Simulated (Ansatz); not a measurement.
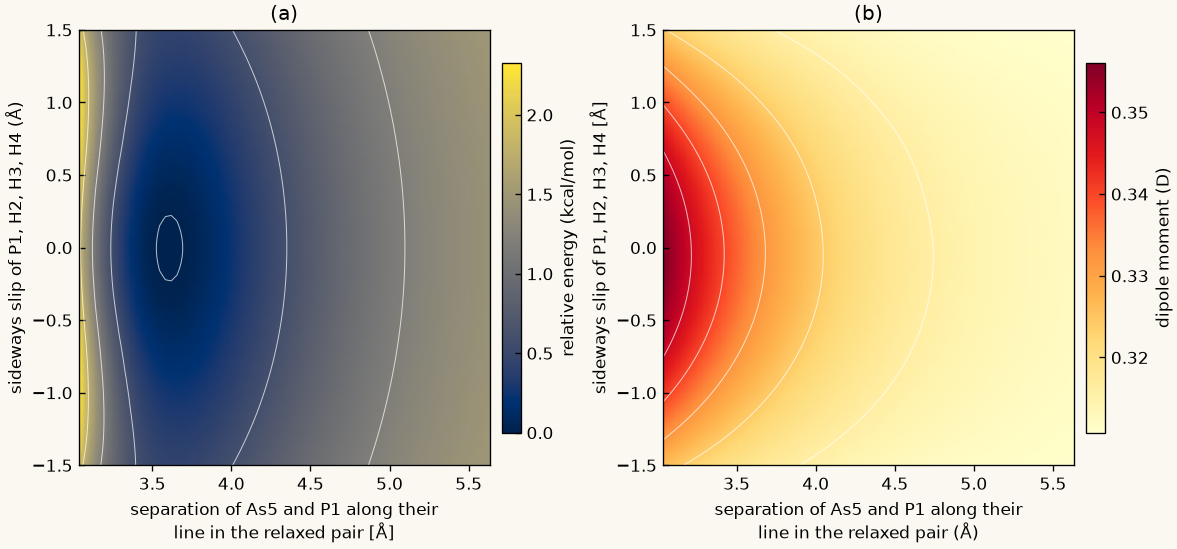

The pair H₃P···AsH₃. First axis: separation of As5 and P1 along their line in the relaxed pair. Second axis: sideways slip of P1, H2, H3, H4. Nothing is relaxed (both partners rigid). The grid has 9 × 9 points. Points are written as (first, second). Energies: kcal/mol, counted from the lowest grid point. The calculation used RKS PBE0-D4/def2-TZVPD in Ansatz.

Panel (a) is the energy; panel (b) is the computed dipole moment, in D.

Drawn: a smooth colour map with a few white contour lines. Between grid points the surface is interpolated.

Question: How does the dipole moment vary over the map, and what is it at the lowest grid point?

Answer: Leaving out the highest fifth of the energies, it runs from 0.31 D at (5.191 Å, 1.500 Å) to 0.35 D at (3.176 Å, 0.000 Å). At the lowest grid point, (3.693 Å, 0.000 Å), it is 0.33 D.
